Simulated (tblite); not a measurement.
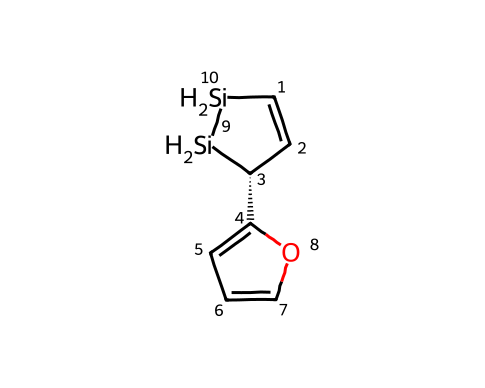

A structural formula, with wedges where it has stereocentres; small numbers name the atoms. The configuration is that of a computed structure (GFN2-xTB).

Question: What are the Cahn–Ingold–Prelog descriptors?

Answer: C3: R.

Question: Give a SMILES with the stereochemistry.

Answer: C1=C[C@H](c2ccco2)[SiH2][SiH2]1
